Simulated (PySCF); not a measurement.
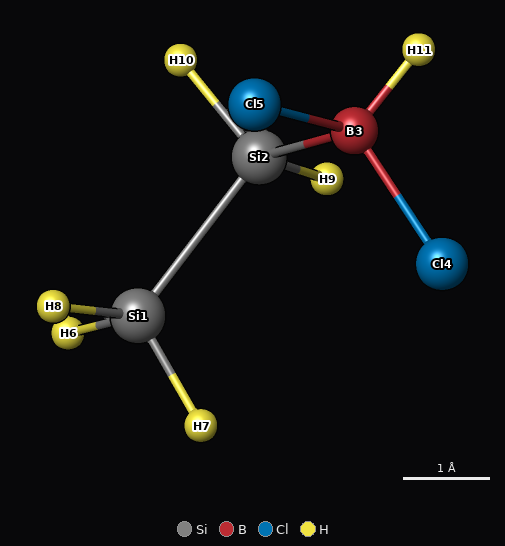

**Figure 1.** The structure (ball-and-stick view, seen at a tilt; atoms are numbered from 1 in the order of the input).

## NMR shielding calculation, with input and output: BSi$_{2}$H$_{6}$Cl$_{2}$ (charge −1)

System: BSi$_{2}$H$_{6}$Cl$_{2}$, charge −1, SMILES [SiH3][SiH2][BH-](Cl)Cl.
Method: GIAO PBE0/pcSseg-1 NMR shielding, non-relativistic, gas phase (PySCF 2.14.0).

The geometry comes from this level: PBE0-D3(BJ)/ma-def2-SVP. Figures and captions count atoms from 1; the log counts them from 0 in places.

Input file
```
{"job": {"kind": "nmr", "xc": "PBE0", "basis": "pcSseg-1", "pop": false}, "charge": -1, "multiplicity": 1}
Si    -1.551021    -0.241036     0.110271
Si     0.465111     0.867828    -0.369666
B      2.120212    -0.242003     0.032828
Cl     2.013706    -1.840032    -0.986324
Cl     2.129264    -0.650032     1.885887
H     -2.762078     0.606438    -0.192524
H     -1.735325    -1.498721    -0.687512
H     -1.683286    -0.622332     1.555958
H      0.315202     1.281213    -1.816620
H      0.360870     2.168384     0.394661
H      3.156443     0.335102    -0.247940
```

The first line tells a small driver script what to run in PySCF; the rest is the geometry in Å.

Run as:
```bash
OMP_NUM_THREADS=1 python <driver script> task.json out
```

The program's output
```
coarse grid: 11304 points
cycle   1  E = -1527.2855173082  dE = -1.546e-01  |g| = 3.039e-01  |ddm| = 2.858e+00
cycle   2  E = -1527.3018843899  dE = -1.637e-02  |g| = 2.650e-01  |ddm| = 1.093e+00
cycle   3  E = -1527.3191660030  dE = -1.728e-02  |g| = 2.267e-02  |ddm| = 4.446e-01
cycle   4  E = -1527.3192457465  dE = -7.974e-05  |g| = 1.024e-02  |ddm| = 3.881e-02
cycle   5  E = -1527.3192718453  dE = -2.610e-05  |g| = 4.381e-03  |ddm| = 1.763e-02
cycle   6  E = -1527.3192772726  dE = -5.427e-06  |g| = 1.026e-03  |ddm| = 6.525e-03
final grid: 90784 points
cycle   7  E = -1527.3456127492  dE = -2.581e-05  |g| = 4.108e-03  |ddm| = 1.587e-02
cycle   8  E = -1527.3456132661  dE = -5.169e-07  |g| = 2.755e-03  |ddm| = 7.601e-03
cycle   9  E = -1527.3456149634  dE = -1.697e-06  |g| = 6.942e-04  |ddm| = 4.267e-03
cycle  10  E = -1527.3456151030  dE = -1.396e-07  |g| = 1.445e-04  |ddm| = 9.596e-04
cycle  11  E = -1527.3456151086  dE = -5.643e-09  |g| = 1.892e-05  |ddm| = 2.110e-04
cycle  12  E = -1527.3456151087  dE = -9.709e-11  |g| = 3.510e-06  |ddm| = 3.342e-05
```

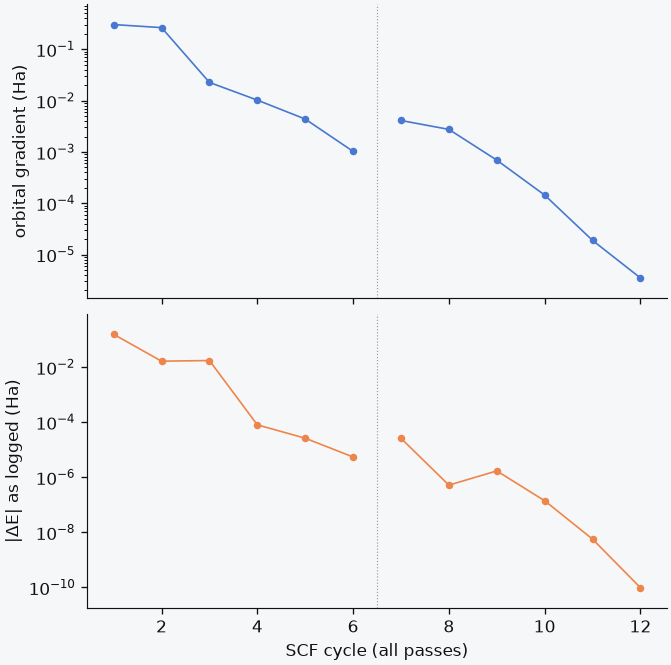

**Figure 2.** Convergence of the self-consistent field: orbital gradient and size of the energy change against the SCF cycle. The dotted line marks the change from a coarse to the final integration grid. The first 6 cycles use a coarse grid, the final grid takes over at cycle 7, and the field converges after 12 cycles in all.

```
converged SCF energy = -1527.3456151087

GIAO shielding tensors (ppm)
atom      isotropic    diamagn.    paramagn.     s11        s22        s33       span
  0 Si     462.711     879.028    -416.317    448.641    459.925    479.566     30.925
  1 Si     457.971     878.311    -420.340    435.776    438.560    499.577     63.801
  2 B      105.843     184.062     -78.219     90.943    108.211    118.376     27.433
  3 Cl     948.880    1147.957    -199.077    792.654    972.265   1081.721    289.067
  4 Cl     950.338    1147.928    -197.589    792.242    973.416   1085.357    293.115
  5 H       28.321      28.928      -0.607     25.323     25.691     33.948      8.625
  6 H       27.909      28.746      -0.837     24.291     26.942     32.493      8.202
  7 H       27.922      28.745      -0.823     24.339     26.903     32.525      8.186
  8 H       28.319      29.059      -0.740     25.212     26.062     33.684      8.472
  9 H       28.323      29.046      -0.723     25.177     26.065     33.728      8.551
 10 H       27.057      27.966      -0.909     24.393     27.062     29.715      5.322
```

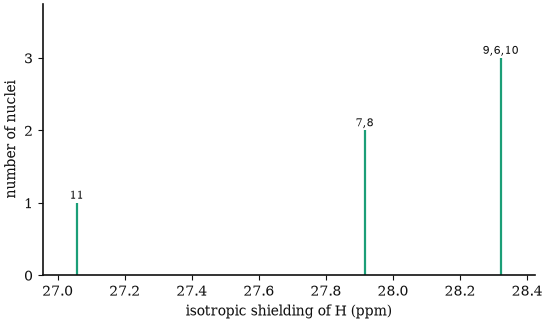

**Figure 3.** Isotropic shieldings of the hydrogen nuclei in this fixed geometry, labelled by atom number; shielding grows to the right, so chemical shift grows to the left. The least shielded is H11 (27.1 ppm), the most shielded H10 (28.3 ppm).

Results in brief

| quantity | value |
| --- | --- |
| outcome | converged |
| total energy | −1527.345615 hartree |
| HOMO | −2.55 eV |
| LUMO | 4.35 eV |
| isotropic shielding, Si | 458.0 to 462.7 ppm |
| isotropic shielding, B | 105.8 ppm |
| isotropic shielding, Cl | 948.9 to 950.3 ppm |
| isotropic shielding, H | 27.1 to 28.3 ppm |
| hardware | 1 CPU thread, shared host |
| wall time | 11 s |
| peak memory | 0.84 GiB |
